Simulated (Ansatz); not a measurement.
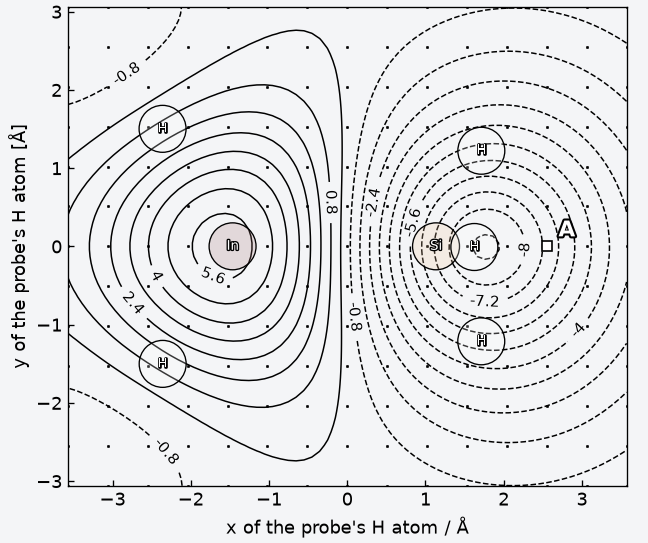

H₅InSi with the probe HF. The probe is moved over a plane parallel to the molecule's main plane, 3.51 Å above it. First axis: x of the probe's H atom. Second axis: y of the probe's H atom. Nothing is relaxed (molecule and probe rigid, the probe upright with H nearest the plane). The grid has 15 × 13 points. Points are written as (first, second). Energies are in kJ/mol, from molecule and probe far apart, each relaxed in its own basis (no counterpoise correction). Theory: RKS PBE-D4/def2-SVPD in Ansatz.

In the figure: contour lines labelled in kJ/mol, dots at the grid points, labelled circles for the molecule's atoms, projected on the plane, the point A. Between grid points the surface is interpolated.

### Is A at rest? If not, where is it pushed?

A, at (2.55 Å, 0.00 Å), is not a stationary point. The computed force is 0.041 eV/Å in the plane, pointing left in the picture (components −0.041 and −0.001 eV/Å).
